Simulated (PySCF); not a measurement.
## EPR calculation of C7H8NO

C7H8NO, multiplicity 2, computed with UKS B3LYP, pcH-1 on C H N O, non-relativistic, mean-field spin-orbit, GIAO (PySCF 2.14.0).

It belongs to a series of runs on one base structure; here: H added to sp C.

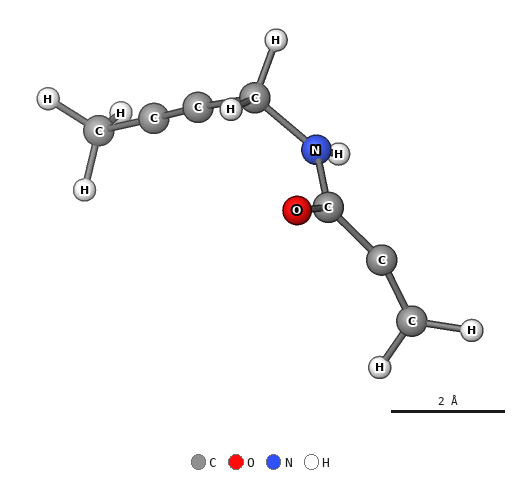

The structure (ball-and-stick view, seen at a tilt). Bond lengths as drawn: C–C 1.20 to 1.45 Å, C–H 1.08 to 1.10 Å, C–N 1.38 to 1.45 Å, C–O 1.23 Å and H–N 1.01 Å.

## Key numbers

```csv
quantity,value
outcome,converged
total energy,−401.417448 hartree
⟨S²⟩,0.760
isotropic g,2.0031
hardware,"1 CPU thread, shared host"
wall time,2.3 min
peak memory,1.1 GiB
```

## Input
```
{"job": {"kind": "epr", "basis": "pcH-1"}, "charge": 0, "multiplicity": 2}
C     -3.626602     0.326183    -1.132584
C     -2.864939    -0.088680    -0.184477
C     -1.880110    -0.126414     0.817969
O     -1.995688     0.446663     1.896612
N     -0.795562    -0.915970     0.504307
C      0.401584    -0.892437     1.317473
C      1.517431    -0.290785     0.606917
C      2.388898     0.212558    -0.044840
C      3.462512     0.829096    -0.792568
H     -4.503887    -0.221355    -1.454079
H     -3.445626     1.245435    -1.684566
H     -0.706154    -1.260040    -0.439200
H      0.160539    -0.305833     2.210740
H      0.663577    -1.915364     1.619181
H      3.128715     1.782570    -1.201208
H      3.772259     0.180134    -1.611554
H      4.316053     1.006269    -0.139110
```

The first line tells a small driver script what to run in PySCF; the rest is the geometry in Å.

Run as:
```bash
OMP_NUM_THREADS=1 python <driver script> task.json out
```

## What the program printed
```
UKS, coarse grid
  cycle   1  E = -401.21640274  |g| = 6.94e-01
  cycle   2  E = -399.67255416  |g| = 1.89e+00
  cycle   3  E = -401.36676653  |g| = 3.00e-01
  cycle   4  E = -401.41230750  |g| = 9.83e-02
  cycle   5  E = -401.41638472  |g| = 4.09e-02
  cycle   6  E = -401.41699340  |g| = 2.50e-02
  cycle   7  E = -401.41732504  |g| = 9.34e-03
  cycle   8  E = -401.41738783  |g| = 4.96e-03
  cycle   9  E = -401.41741226  |g| = 3.14e-03
  cycle  10  E = -401.41742092  |g| = 8.35e-04
UKS, final grid
  cycle   1  E = -401.41744656  |g| = 8.47e-04
  cycle   2  E = -401.41744636  |g| = 1.43e-03
  cycle   3  E = -401.41744734  |g| = 3.56e-04
  cycle   4  E = -401.41744746  |g| = 2.26e-04
  cycle   5  E = -401.41744757  |g| = 1.76e-04
  cycle   6  E = -401.41744760  |g| = 3.93e-05
  cycle   7  E = -401.41744760  |g| = 1.92e-05
E = -401.41744760 Eh   <S^2> = 0.7601 (exact 0.7500)
g shifts (ppm)      1          2          3
  rmc          -174       -174       -174
  gc              0         41         29
  oz_so        -150        815       2066
  total        -323        682       1920
hyperfine (MHz)  atom isotope    a_iso     a_fc   dipolar eigenvalues
    0   13C     -48.13     -48.13    -14.78      3.82     10.96
    1   13C     105.93     105.93    -75.75    -57.75    133.50
    2   13C     -29.24     -29.24     -9.47      0.56      8.91
    3   17O     -10.64     -10.64    -46.39     22.11     24.28
    4   14N       2.35       2.35     -4.31     -3.53      7.84
    5   13C      -2.40      -2.40     -0.58     -0.19      0.76
    6   13C       7.53       7.53     -0.56     -0.45      1.01
    7   13C       0.54       0.54     -0.35      0.10      0.25
    8   13C       0.04       0.04     -0.09     -0.06      0.15
    9    1H     152.38     152.38     -5.09     -3.73      8.83
   10    1H     177.15     177.15     -4.34     -2.38      6.72
   11    1H      -5.24      -5.24     -4.87     -0.71      5.58
   12    1H       0.87       0.87     -1.98     -1.19      3.17
   13    1H      12.94      12.94     -1.34     -1.17      2.51
   14    1H      -0.04      -0.04     -0.31     -0.29      0.60
   15    1H      -0.02      -0.02     -0.26     -0.25      0.50
   16    1H       0.09       0.09     -0.23     -0.22      0.45
```

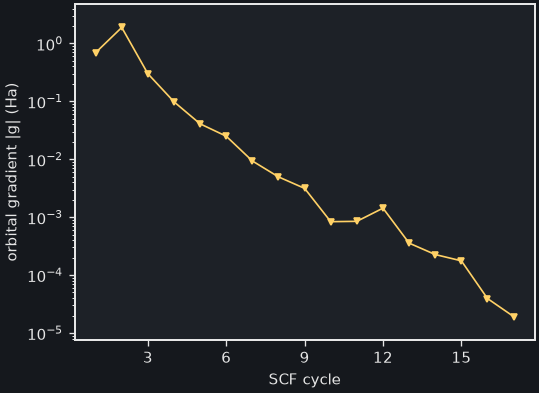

Convergence of the self-consistent field: orbital gradient |g| against the SCF cycle. All cycles printed in the log are drawn one after another.

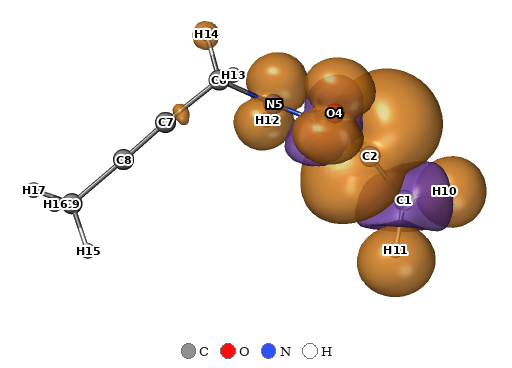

Isosurfaces of the spin density (α minus β) at +0.006 (orange) and −0.006 e/Å³ (purple), seen at a tilt. The unpaired spin (1 electron) lies mostly on C2 (about 0.6) and O4 (about 0.1), in electrons by Hirshfeld's partition.

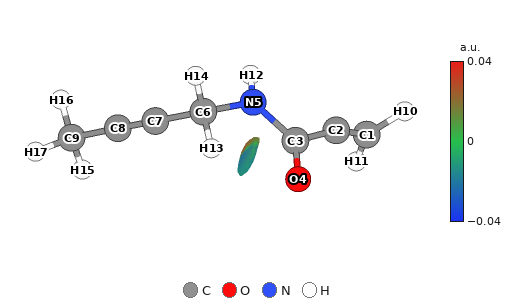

Non-covalent interaction (NCI) plot: the surface where the reduced density gradient is 0.6, for densities under 0.05 a.u., coloured by sign(λ₂)ρ; seen from the side.
